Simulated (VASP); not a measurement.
Band structure of CsPbBr3 (cubic perovskite). These are r2SCAN meta-GGA with spin-orbit coupling, VASP's PBE PAW potentials (set 64) (plane waves; VASP) values and carry that method's errors.

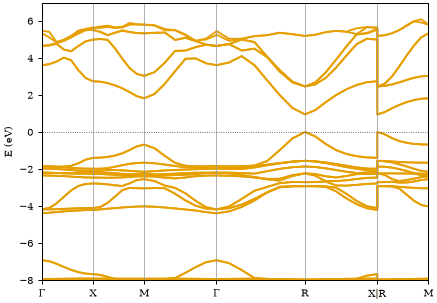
*Bands along high-symmetry lines, zero at the valence-band maximum or, without a gap, the Fermi level*

### Question
Read the plot: is there a gap, and where are the band edges?

### Answer
The gap is direct, 0.95 eV, from the valence maximum at R to the conduction minimum at R.

The compound is CsPbBr3 in the cubic perovskite structure, the ideal cubic form; the compound distorts at low or room temperature. It was relaxed first.
